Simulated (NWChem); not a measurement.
**BBr2Cl (dibromo(chloro)borane) at 6 levels**

We compute a comparison of 6 runs (HF/STO-3G, HF/3-21G, r2SCAN/6-31G*, M06-2X/6-31G*, SVWN5/6-31G*, B3LYP/6-31G*) of BBr2Cl (dibromo(chloro)borane). 

The calculation is run with NWChem 7.3.0.

2 further runs of the same task are left out: 2 set aside as unsound or not needed.

## Step 1: The system as given

BBr2Cl has 4 atoms, charge 0, and is taken as a singlet. As SMILES, `ClB(Br)Br`. The coordinates come from a PBE0-D4/def2-TZVP relaxation.

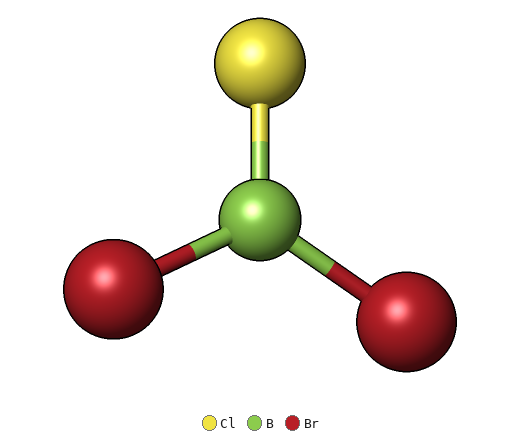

Viewed from a chosen angle; chlorine yellow, boron green, bromine red.

## Step 2: Energy and gradient at HF/STO-3G (run 1)

Input file calc.nw:

```
start calc
memory 2200 mb

geometry units atomic noautosym nocenter noautoz
   Cl    -0.38418132    -3.10848609     1.19723599
   B     -0.00910848    -0.07377491     0.02840258
   Br     2.42544458     2.12354194     1.48466333
   Br    -2.03213589     1.05875686    -2.71033969
end

basis "ao basis" spherical bse
   * library STO-3G
end

scf
   thresh 1e-08
   maxiter 80
end

task scf gradient
```

Command:

```sh
nwchem calc.nw > calc.out
```

The log of the run:

```text
[...]
  functions       =    50
[...]
  wavefunction    = RHF
[...]
         Total SCF energy =  -5568.408220247808
      One-electron energy =  -8823.980937327355
      Two-electron energy =   2734.755979677658
 Nuclear repulsion energy =    520.816737401890
        Time for solution =      4.8s
[...]
                         RHF ENERGY GRADIENTS
    atom               coordinates                        gradient
                 x          y          z           x          y          z
   1 Cl     -0.384181  -3.108486   1.197236    0.003720   0.030101  -0.011593
   2 B      -0.009108  -0.073775   0.028403   -0.005259  -0.042562   0.016393
   3 Br      2.425445   2.123542   1.484663    0.006605   0.007624   0.003092
   4 Br     -2.032136   1.058757  -2.710340   -0.005066   0.004837  -0.007891
[...]
```

Run time: 7.8 s. Hardware: 1 thread of Intel Xeon Platinum 8375C at 2.90GHz (Ice Lake), shared host; peak memory 0.1 GiB.

## Step 3: Energy and forces at HF/3-21G (run 2)

Input file bbr2cl.nw:

```
start bbr2cl
title "BBr2Cl gradient"
memory stack 880 mb heap 220 mb global 1100 mb
geometry units atomic noautosym nocenter noautoz
  Cl -0.38418132 -3.10848609  1.19723599
  B  -0.00910848 -0.07377491  0.02840258
  Br  2.42544458  2.12354194  1.48466333
  Br -2.03213589  1.05875686 -2.71033969
end
basis "ao basis" spherical bse
  * library 3-21G
end
scf
  thresh 1e-08
  maxiter 80
  noprint "final vectors analysis"
end
task scf gradient
```

Command:

```sh
nwchem bbr2cl.nw > bbr2cl.out
```

The log of the run:

```text
[...]
  functions       =    66
[...]
  wavefunction    = RHF
[...]
         Total SCF energy =  -5602.022164622185
      One-electron energy =  -8844.538228827965
      Two-electron energy =   2721.699326803890
 Nuclear repulsion energy =    520.816737401890
        Time for solution =      6.4s
[...]
                         RHF ENERGY GRADIENTS
    atom               coordinates                        gradient
                 x          y          z           x          y          z
   1 Cl     -0.384181  -3.108486   1.197236    0.002682   0.021698  -0.008357
   2 B      -0.009108  -0.073775   0.028403   -0.001135  -0.009190   0.003539
   3 Br      2.425445   2.123542   1.484663   -0.009280  -0.008286  -0.005596
   4 Br     -2.032136   1.058757  -2.710340    0.007733  -0.004222   0.010414
[...]
```

Run time: 9.6 s. Hardware: 1 thread of Intel Xeon Platinum 8375C at 2.90GHz (Ice Lake), shared host; peak memory 0.1 GiB.

Runs 3 to 5 aren't shown in full; the table further down has their settings and results.

## Step 4: Energy and forces at B3LYP/6-31G(d) (Cartesian functions) (run 6)

Input file job.nw:

```
START job
memory 2200 mb
charge 0
GEOMETRY noautosym nocenter noautoz
  Cl      -0.203300      -1.644940       0.633550
  B       -0.004820      -0.039040       0.015030
  Br       1.283490       1.123730       0.785650
  Br      -1.075360       0.560270      -1.434250
END
BASIS
  * library 6-31G*
END
DFT
  xc b3lyp
  grid fine
  convergence energy 1e-08
  iterations 100
  mulliken
  print medium
END
TASK dft gradient
```

Command:

```sh
nwchem job.nw > job.out
```

The log of the run:

```text
[...]
          Wavefunction type:  closed shell.
          No. of atoms     :     4
          No. of electrons :    92
[...]
          Charge           :     0
          Spin multiplicity:     1
[...]
          AO basis - number of functions:   104
[...]
              XC Information
              --------------
                         B3LYP Method XC Potential
                     Hartree-Fock (Exact) Exchange  0.200
                        Slater Exchange Functional  0.800 local
                    Becke 1988 Exchange Functional  0.720 non-local
              Lee-Yang-Parr Correlation Functional  0.810
                  VWN I RPA Correlation Functional  0.190 local
[...]
 d= 0,ls=0.0,diis     1  -5632.8094591386 -6.15D+03  1.61D-02  3.15D+00     4.8
[...]
 d= 0,ls=0.0,diis    10  -5632.9202407909 -2.78D-10  2.83D-07  8.34D-10    30.7
         Total DFT energy =    -5632.920240790856
      One electron energy =    -8870.127067752997
           Coulomb energy =     2931.348333225198
    Exchange-Corr. energy =     -214.958281097194
 Nuclear repulsion energy =      520.816774834138
[...]
  wavefunction    = closed shell
                         DFT ENERGY GRADIENTS
    atom               coordinates                        gradient
                 x          y          z           x          y          z
   1 Cl     -0.384181  -3.108486   1.197236    0.001061   0.008584  -0.003306
   2 B      -0.009108  -0.073775   0.028403   -0.000017  -0.000145   0.000056
   3 Br      2.425444   2.123542   1.484663   -0.006146  -0.005563  -0.003667
   4 Br     -2.032136   1.058757  -2.710339    0.005102  -0.002876   0.006917
[...]
```

Run time: 44 s. Hardware: 1 thread of Intel Xeon Platinum 8375C at 2.90GHz (Ice Lake), shared host; peak memory 0.13 GiB.

## Step 5: All runs side by side

```tsv
run	level	iteration cap	module	energy (Eh)	dipole moment (D)	HOMO energy (eV)	LUMO energy (eV)	wall time
1	HF/STO-3G	80	scf	-5568.408220	0.66	-9.25	4.94	7.8 s
2	HF/3-21G	80	scf	-5602.022165	0.58	–	–	9.6 s
3	r2SCAN/6-31G* (spherical functions)	100	dft	-5632.746423	–	–	–	49 s
4	M06-2X/6-31G* (spherical functions)	100	dft	-5632.858322	0.00	-9.71	-1.18	41 s
5	SVWN5/6-31G* (spherical functions)	100	dft	-5623.987485	0.00	-7.22	-2.98	54 s
6	B3LYP/6-31G* (Cartesian functions)	100	dft	-5632.920241	0.03	-8.12	-2.06	44 s
```

## Step 6: Results

| quantity | value |
| --- | --- |
| run 6: total energy | -5632.92024 Eh |
| run 6: dipole moment | 0.03 D |
| run 6: HOMO energy | -8.12 eV |
| run 6: LUMO energy | -2.06 eV |
| run 6: HOMO–LUMO gap | 6.06 eV |
| run 6: largest force on an atom | 0.476 eV/Å |

In words: Over runs 1, 2, 4, 5, 6 the dipole moment (its size) runs from 0.00 D (M06-2X/6-31G*) to 0.66 D (HF/STO-3G). The two ends differ in method and basis. Over runs 1, 4, 5, 6 the HOMO–LUMO gap runs from 4.24 eV (SVWN5/6-31G*) to 14.19 eV (HF/STO-3G). Totals of different functionals can't be ranked against each other. In run 1 the basis is minimal, so the values are rough. All runs together took 3.4 min, the longest 54 s.
